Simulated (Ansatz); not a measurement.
C2H7IOSi: several calculations on one system

## 1. Relaxation

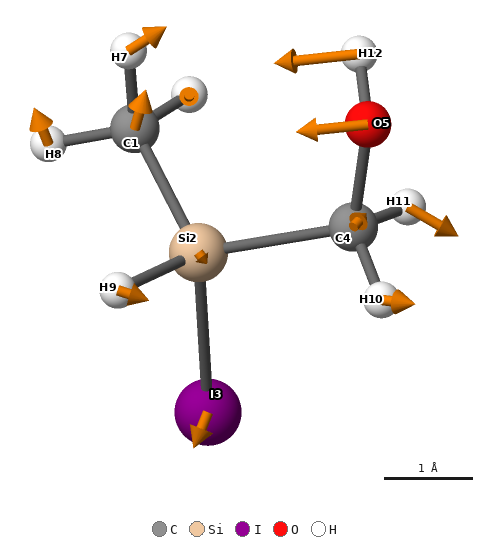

This is a relaxation of C2H7IOSi. The starting structure is drawn; orange arrows show the displacements, magnified 5 times. The two geometries are superimposed by the best rigid fit.

A ball-and-stick model, seen at a tilt.

The run prepares an end point of a later path (torsion) calculation, from a guessed geometry.

Theory: RKS PBE-D4/def2-SVP in Ansatz 0.2.0. Set-up: no spin polarisation; force threshold 0.015 eV/Å; at most 40 steps.

> Describe the change and its energy.

The atom that moves furthest after the best rigid fit is an H atom (0.20 Å). By element the largest moves are H 0.20 Å, O 0.17 Å, C 0.10 Å, I 0.09 Å, Si 0.03 Å. Near-neighbour distances that change, for instance: C–H 1.022 → 1.110 Å, C–Si 1.811 → 1.885 Å, C–H 1.053 → 1.108 Å, I–Si 2.445 → 2.488 Å. Bond angles that change, for instance: O–C–H 103.7° → 113.4°, Si–C–O 115.4° → 109.0°, H–C–H 112.6° → 106.2°. Over 6 accepted moves (7 points after the start) the energy falls by 11.1 kcal/mol. Largest force component: 4.9 eV/Å at the start, 0.0043 eV/Å at the end. The line search rejected the trial step at point 6 of the run. The run took 35 s on 2 threads of Intel(R) Xeon(R) Platinum 8259CL CPU @ 2.50GHz (Skylake/Cascade Lake), with other jobs on the host, peak memory 0.2 GiB.

## 2. Relaxation

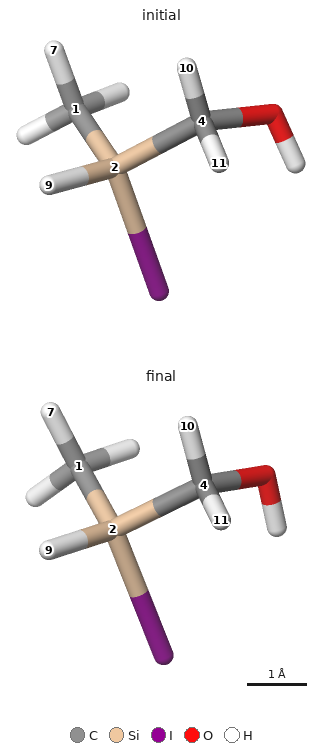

The structure of C2H7IOSi before (top) and after (bottom) a relaxation, at one scale.

The picture is a stick view, seen at a tilt.

The run prepares an end point of a later path (torsion) calculation, from a guessed geometry.

All numbers below come from RKS PBE-D4/def2-SVP in Ansatz 0.2.0. (no spin polarisation; force threshold 0.015 eV/Å; at most 40 steps)

Summarise the run.

Answer. The largest move after the best rigid fit is that of an H atom, 0.43 Å. By element the largest moves are H 0.43 Å, O 0.17 Å, I 0.14 Å, C 0.09 Å, Si 0.08 Å. Near-neighbour distances that change, for instance: C–H 1.022 → 1.113 Å, C–Si 1.811 → 1.878 Å, C–H 1.053 → 1.107 Å, I–Si 2.445 → 2.499 Å. Bond angles that change, for instance: O–C–H 103.7° → 113.5°, H–C–H 112.6° → 106.2°, H–C–H 103.4° → 108.5°. Over 6 geometry steps the energy falls by 0.512 eV. Largest force component: 4.4 eV/Å at the start, 0.011 eV/Å at the end.

## 3. Path

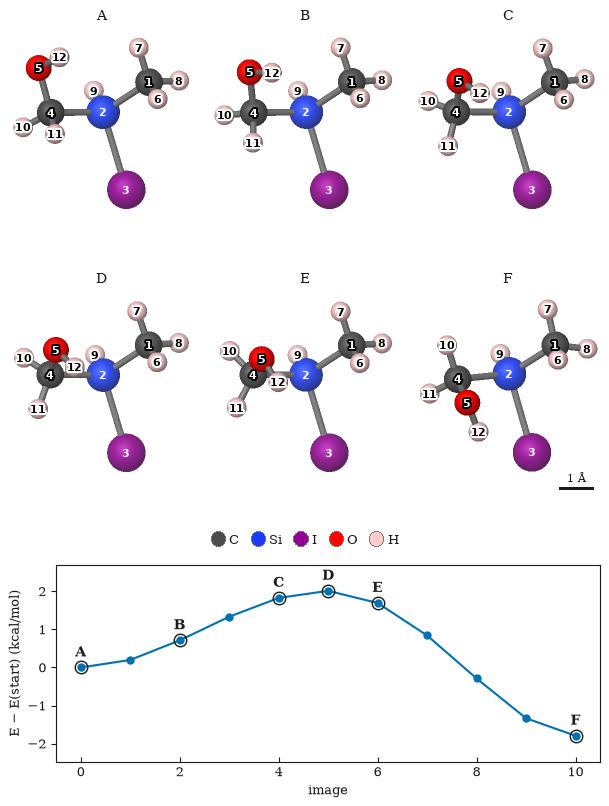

A nudged-elastic-band calculation for C2H7IOSi. Images are numbered from 0 (start) to 10 (end). Frames A to F are images 0, 2, 4, 5, 6, 10. A ball-and-stick model, seen from a free direction.

Level of theory: RKS PBE-D4/def2-SVP in Ansatz 0.2.0. Run with 9 movable images; climbing image; force threshold 0.05 eV/Å; iteration limit 26; starting path through a guess of the saddle point.

### Describe the mechanism and the energy profile.

The motion is a rotation about the Si2–C4 bond by about 120°. No bond forms or breaks between the ends. Among the angles between lasting bonds that change up to the highest image: Si2–C4–O5 109.0° → 112.2°. The highest point, image 5, lies 2.01 kcal/mol above the start and 3.81 kcal/mol above the end; the end is at −1.79 kcal/mol relative to the start. The band converged in 6 iterations. The largest component of the band force went from 7.6 to 0.044 eV/Å. The climbing image converged on the top of the path. Its vibrational analysis gives one imaginary mode (82i cm⁻¹), as a transition state must have.
